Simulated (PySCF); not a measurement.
# sulfanylsilane (SiH₄S): electronic excitations at several levels of theory, part 2 of 2

PySCF 2.14.0. Atoms count from 0. Earlier steps stand in the parts before.

## Step 10: Ultraviolet spectrum: PBE0/def2-TZVPD

What the job is given:

```
{"job": {"kind": "uv", "xc": "PBE0", "basis": "def2-TZVPD"}, "charge": 0, "multiplicity": 1}
Si    -0.494789    -0.117101     0.001718
S      1.468327     0.731784    -0.193556
H     -0.720892    -0.690945     1.361961
H     -1.428256     1.021715    -0.225762
H     -0.745382    -1.185646    -1.011297
H      2.121227    -0.429046     0.034864
```

Method: TDDFT PBE0/def2-TZVPD, vertical, gas phase, core orbitals frozen in the response.

The log of the run:

```text
coarse grid: 5728 points
cycle   1  E = -689.8497786115  dE = -1.277e-01  |g| = 2.040e-01  |ddm| = 1.658e+00
cycle   2  E = -689.8498999368  dE = -1.213e-04  |g| = 2.028e-01  |ddm| = 3.879e-01
cycle   3  E = -689.8614944316  dE = -1.159e-02  |g| = 2.657e-02  |ddm| = 2.037e-01
cycle   4  E = -689.8616271039  dE = -1.327e-04  |g| = 3.897e-03  |ddm| = 1.961e-02
cycle   5  E = -689.8616302839  dE = -3.180e-06  |g| = 2.239e-03  |ddm| = 5.560e-03
final grid: 45160 points
cycle   6  E = -689.8623325735  dE = -9.137e-06  |g| = 5.103e-03  |ddm| = 2.139e-02
cycle   7  E = -689.8623326616  dE = -8.814e-08  |g| = 4.446e-03  |ddm| = 7.824e-03
cycle   8  E = -689.8623371508  dE = -4.489e-06  |g| = 3.789e-04  |ddm| = 4.141e-03
cycle   9  E = -689.8623371985  dE = -4.770e-08  |g| = 6.857e-05  |ddm| = 3.299e-04
cycle  10  E = -689.8623371999  dE = -1.396e-09  |g| = 1.484e-05  |ddm| = 6.130e-05
cycle  11  E = -689.8623371999  dE = -6.139e-11  |g| = 4.804e-06  |ddm| = 1.564e-05
converged SCF energy = -689.8623371999

Static polarisability (au): isotropic 51.714, principal 46.588 46.991 61.563

Singlet excitations
state   eV       nm        f      main configurations
  1   5.8769    211.0   0.01136   H->L 0.79, H->L+1 0.18
  2   5.9857    207.1   0.01906   H->L+1 0.73, H->L 0.20
  3   6.9160    179.3   0.00049   H->L+2 0.96
  4   7.2132    171.9   0.00142   H->L+3 0.87
  5   7.2234    171.6   0.01808   H->L+4 0.88
  6   7.5500    164.2   0.00735   H->L+5 0.91
  7   7.6987    161.0   0.01094   H->L+7 0.89
  8   7.7323    160.3   0.09601   H->L+6 0.81, H-1->L 0.17
  9   7.8522    157.9   0.00900   H-1->L 0.74, H->L+6 0.16
 10   8.1994    151.2   0.05990   H-1->L+1 0.47, H-2->L 0.32

Triplet excitations (Tamm-Dancoff, eV): 5.4412 5.5786 6.6935 6.7336
```

It took 4.9 s on 1 thread of Arm Neoverse V1, shared host; peak memory 0.44 GiB.

In short: HOMO -7.55 eV, LUMO -0.29 eV; lowest singlet 5.88 eV.

## Step 11: Excited states and response: PBE0/6-31+G*

Settings changed since step 10:

```diff
@@ -1,2 +1,2 @@
-{"job": {"kind": "uv", "xc": "PBE0", "basis": "def2-TZVPD"}, "charge": 0, "multiplicity": 1}
+{"job": {"kind": "uv", "xc": "PBE0", "basis": "6-31+G*"}, "charge": 0, "multiplicity": 1}
 Si    -0.494789    -0.117101     0.001718
```

With the program's defaults for keys left out, this is: TDDFT PBE0/6-31+G*, vertical, gas phase, core orbitals frozen in the response.

The log of the run:

```text
coarse grid: 5728 points
cycle   1  E = -689.8144491365  dE = -1.043e-01  |g| = 1.953e-01  |ddm| = 2.031e+00
cycle   2  E = -689.8154844593  dE = -1.035e-03  |g| = 1.937e-01  |ddm| = 6.279e-01
cycle   3  E = -689.8287928291  dE = -1.331e-02  |g| = 1.260e-02  |ddm| = 3.302e-01
cycle   4  E = -689.8288528047  dE = -5.998e-05  |g| = 4.700e-03  |ddm| = 3.034e-02
cycle   5  E = -689.8288610596  dE = -8.255e-06  |g| = 7.595e-04  |ddm| = 8.440e-03
final grid: 45160 points
cycle   6  E = -689.7940744373  dE = -2.894e-06  |g| = 3.204e-03  |ddm| = 1.712e-02
cycle   7  E = -689.7940743236  dE =  1.137e-07  |g| = 3.253e-03  |ddm| = 1.030e-02
cycle   8  E = -689.7940780256  dE = -3.702e-06  |g| = 1.325e-04  |ddm| = 5.270e-03
cycle   9  E = -689.7940780321  dE = -6.527e-09  |g| = 2.392e-05  |ddm| = 2.508e-04
cycle  10  E = -689.7940780323  dE = -2.042e-10  |g| = 5.286e-06  |ddm| = 4.048e-05
converged SCF energy = -689.7940780323

Static polarisability (au): isotropic 42.593, principal 37.679 38.220 51.879

Singlet excitations
state   eV       nm        f      main configurations
  1   5.8330    212.6   0.02418   H->L 0.97
  2   6.0113    206.3   0.00522   H->L+1 0.88
  3   7.2119    171.9   0.00063   H->L+2 0.85
  4   7.6872    161.3   0.00156   H->L+4 0.42, H->L+6 0.31, H->L+5 0.23
  5   7.7872    159.2   0.00144   H->L+5 0.44, H->L+4 0.42
  6   7.8015    158.9   0.06190   H->L+3 0.90
  7   7.8524    157.9   0.07378   H-1->L 0.87, H->L+7 0.11
  8   7.9588    155.8   0.03027   H->L+6 0.61, H->L+5 0.30
  9   8.0134    154.7   0.00639   H-1->L+1 0.44, H->L+7 0.41
 10   8.4113    147.4   0.00388   H-2->L 0.74, H->L+7 0.10, H-1->L+1 0.08

Triplet excitations (Tamm-Dancoff, eV): 5.4545 5.5969 6.9670 7.1213
```

Run time: 1.8 s. Hardware: 1 thread of Arm Neoverse V1, shared host; peak memory 0.33 GiB.

This run: HOMO -7.50 eV, LUMO -0.34 eV; lowest singlet 5.83 eV.

## Step 12: Run by run: electronic excitations

Excitations and ground-state properties, with basis size and wall time:

```
                run  lowest singlet (eV)  brightest (eV)      f  gap (eV)  α (Å³)  μ (D)  functions   time
CAM-B3LYP/def2-SVPD                 5.98            8.37  0.118      9.45    7.55   1.11         83  6.2 s
  wB97X-D/def2-SVPD                 6.15            8.54  0.136     10.85    7.52   1.14         83    6 s
  LC-wPBE/def2-SVPD                 6.34            8.98  0.112     11.98    7.36   1.19         83  8.1 s
        PBE0/6-31G*                 6.11            9.46  0.540      7.56    5.66   1.46         44  1.5 s
      PBE0/def2-SVP                 6.36            9.41  0.109      7.87    5.93   1.21         56  1.7 s
     PBE0/def2-TZVP                 6.11            9.04  0.297      7.58    6.83   1.05         98  3.6 s
   PBE0/aug-cc-pVDZ                 5.77            8.20  0.062      7.08    7.62   1.08         90  3.2 s
   PBE0/aug-cc-pVTZ                 5.80            8.15  0.065      7.11    7.69   1.03        192  9.4 s
    PBE0/def2-TZVPD                 5.88            7.73  0.096      7.26    7.66   1.01        125  4.9 s
       PBE0/6-31+G*                 5.83            7.85  0.074      7.17    6.31   1.44         52  1.8 s
```

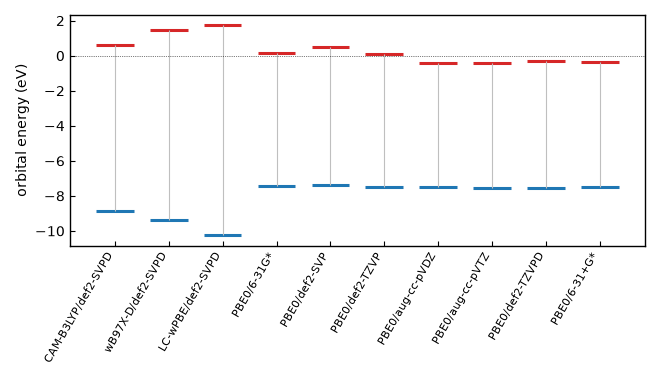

HOMO (blue) and LUMO (red) run by run.

## Step 13: Outcome

This closing draws on all 2 parts.

| quantity | value |
| --- | --- |
| lowest singlet (CAM-B3LYP/def2-SVPD) | 5.98 eV (207 nm), f = 0.013 |
| brightest single state of those computed | state 9, 8.37 eV, f = 0.118 |
| lowest triplet | 5.55 eV |
| vertical ionisation energy (ΔSCF) | 9.94 eV |
| range of the lowest singlet | 5.77 to 6.36 eV |

What this shows: Single values in the summary come from the first run of each kind that ended normally (CAM-B3LYP/def2-SVPD), which need not be the best level. The first singlet state (HOMO→LUMO 0.69, HOMO→LUMO+1 0.20) lies at 5.98 eV and is weak; of the 10 states computed, the strongest absorption comes from state 9 at 8.37 eV. The lowest triplet lies 0.42 eV below the lowest singlet (triplets in Tamm-Dancoff, singlets in full TDDFT). The orbital energy would give 8.84 eV for ionisation, ΔSCF gives 9.94 eV. The lowest singlet runs from 5.77 eV (PBE0/aug-cc-pVDZ) to 6.36 eV (PBE0/def2-SVP), while the orbital gap spans 7.08 to 11.98 eV. The lowest state need not be the same one in every run. The runs solved for a few states only, so the brightest column depends on that window.
